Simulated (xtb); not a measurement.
**Geometry relaxation, with input and output: CuH₁₂O₆ (charge +2) (part 5 of 5)**

Continued. System: CuH₁₂O₆, charge +2, multiplicity 2. Method: GFN1-xTB (xtb 6.7.1). 

Geometry of the input (Å):
```
Cu -0.0985  0.0094  0.0297
O  -0.0355  -0.2288  2.3008
H  -0.5971  0.4495  2.7407
H  0.8688  -0.1866  2.6343
O  -0.2694  -0.0609  -2.0930
H  0.2971  -0.7362  -2.5057
H  -0.1035  0.7347  -2.5131
O  2.0160  0.1640  0.1859
H  2.5021  0.7157  -0.4186
H  2.2259  -0.7121  -0.0700
O  -1.9713  0.1472  -0.0512
H  -2.4731  -0.4140  0.5347
H  -2.2513  0.0131  -0.8718
O  0.0643  2.2496  -0.2833
H  0.6122  2.8177  0.4190
H  -0.8578  2.6146  -0.3708
O  0.1846  -2.1498  0.0160
H  -0.3611  -2.7040  -0.5928
H  0.1698  -2.4133  0.8945
```

Trajectory as extended XYZ, continued
```
19
Properties=species:S:1:pos:R:3 step=24 energy=-1040.90296
Cu   -0.0039    0.0157   -0.0055
O     0.0428    0.0574    2.2267
H    -0.6442    0.3231    2.8462
H     0.8501   -0.0095    2.7455
O    -0.0949    0.0793   -2.2376
H     0.0687   -0.6187   -2.8806
H    -0.1061    0.8998   -2.7402
O     2.0931   -0.0384   -0.0149
H     2.7336    0.6404   -0.2455
H     2.5832   -0.8644    0.0352
O    -2.1033   -0.0255   -0.0868
H    -2.7526   -0.2331    0.5920
H    -2.5818   -0.0228   -0.9217
O    -0.0675    2.2414   -0.0613
H     0.5999    2.8755    0.2165
H    -0.8770    2.7482   -0.1820
O     0.1062   -2.2057    0.1710
H    -0.0434   -2.8908   -0.4899
H     0.1191   -2.6621    1.0184
19
Properties=species:S:1:pos:R:3 step=27 energy=-1040.90401
Cu   -0.0044    0.0157   -0.0010
O     0.0460    0.0368    2.2283
H    -0.6462    0.2505    2.8615
H     0.8641    0.0145    2.7338
O    -0.1093    0.0783   -2.2338
H    -0.0077   -0.6203   -2.8878
H    -0.0722    0.9046   -2.7247
O     2.0938   -0.0348   -0.0056
H     2.7435    0.6406   -0.2239
H     2.5781   -0.8647    0.0503
O    -2.1012   -0.0149   -0.0878
H    -2.7663   -0.1922    0.5841
H    -2.5639   -0.0174   -0.9313
O    -0.0731    2.2414   -0.0773
H     0.6049    2.8865    0.1436
H    -0.8923    2.7404   -0.1522
O     0.1228   -2.2069    0.1726
H     0.0306   -2.8984   -0.4890
H     0.0750   -2.6501    1.0256
19
Properties=species:S:1:pos:R:3 step=30 energy=-1040.90415
Cu   -0.0045    0.0166   -0.0011
O     0.0439    0.0334    2.2291
H    -0.6482    0.2489    2.8605
H     0.8611    0.0132    2.7368
O    -0.1078    0.0789   -2.2334
H    -0.0037   -0.6191   -2.8869
H    -0.0728    0.9045   -2.7257
O     2.0944   -0.0348   -0.0043
H     2.7436    0.6376   -0.2301
H     2.5770   -0.8651    0.0519
O    -2.1018   -0.0129   -0.0860
H    -2.7651   -0.1958    0.5858
H    -2.5662   -0.0122   -0.9286
O    -0.0741    2.2414   -0.0786
H     0.6051    2.8866    0.1392
H    -0.8925    2.7414   -0.1535
O     0.1211   -2.2049    0.1740
H     0.0312   -2.8960   -0.4886
H     0.0815   -2.6519    1.0249
```

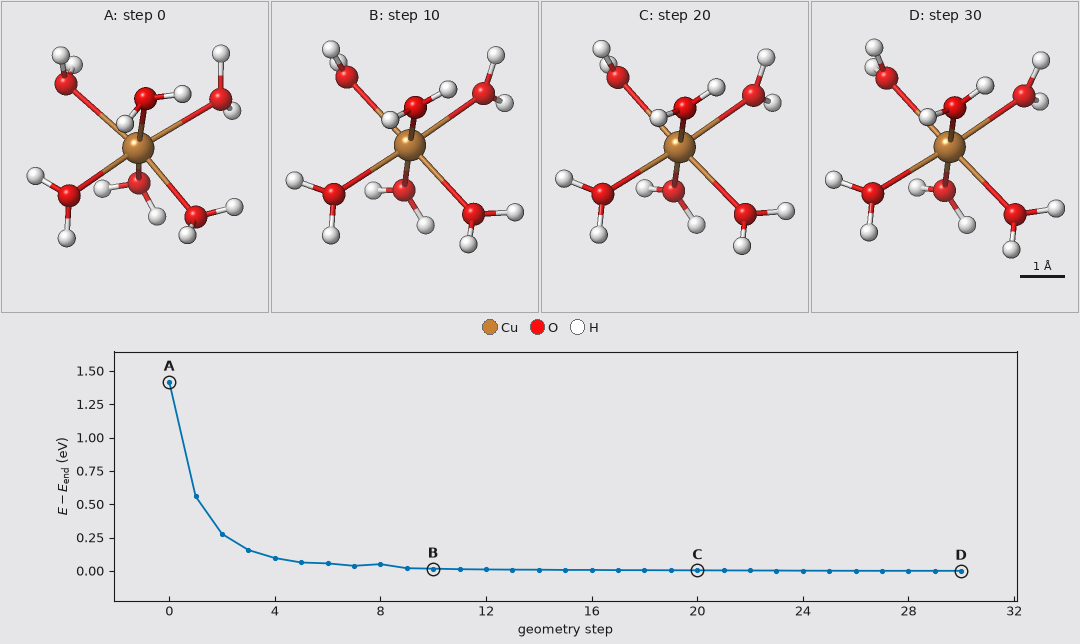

*Frames of the relaxation (ball-and-stick view, seen at a tilt) above the curves, on which the letters mark them (steps are counted from 0).*

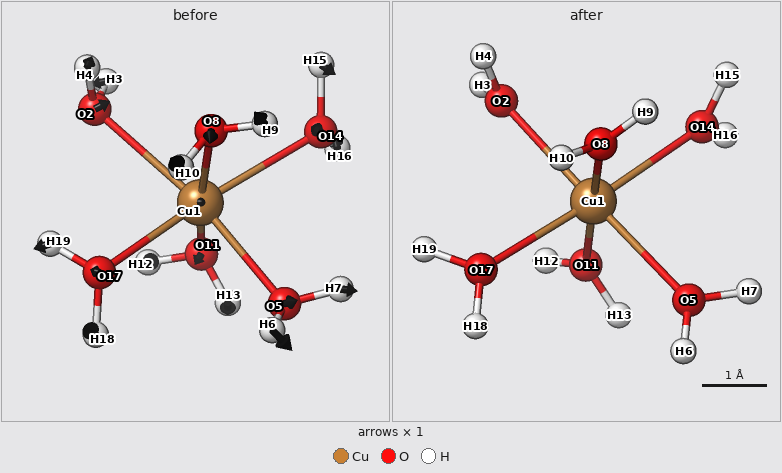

*Before (left) and after (right) the relaxation, at one scale (ball-and-stick view, seen at a tilt). The black arrows give the displacements, at true length.*

The atom that moves furthest after the best rigid fit is H6 (0.50 Å). By element the largest moves are H 0.50 Å, O 0.29 Å, Cu 0.10 Å. Distances before and after: Cu1–O11 1.880 → 2.099 Å, Cu1–O5 2.131 → 2.236 Å, O14–H15 1.056 → 0.962 Å, O11–H13 0.877 → 0.962 Å. Among the angles that change: Cu1–O8–H10 97.7° → 121.5°, Cu1–O2–H3 110.9° → 130.0°, Cu1–O5–H6 113.5° → 130.8°. Over 30 geometry steps the energy falls by 1.418 eV. (Atoms are counted from 1 in the order of the input.)

Summary

| quantity | value |
| --- | --- |
| outcome | converged |
| electrons treated | 57 |
| total energy | −38.252522 hartree |
| dispersion energy | −0.006522 hartree |
| basis functions | 58 |
| wall time | 1.5 s |
| peak memory | 0.071 GiB |

Settings chosen away from the usual ones: method = gfn1-xtb; task = optimise; x = {"opt_engine": "rf"}; opt_level = normal; partner = base. The record of the run, not the program, notes: no spin polarisation: high-spin states lie too high.
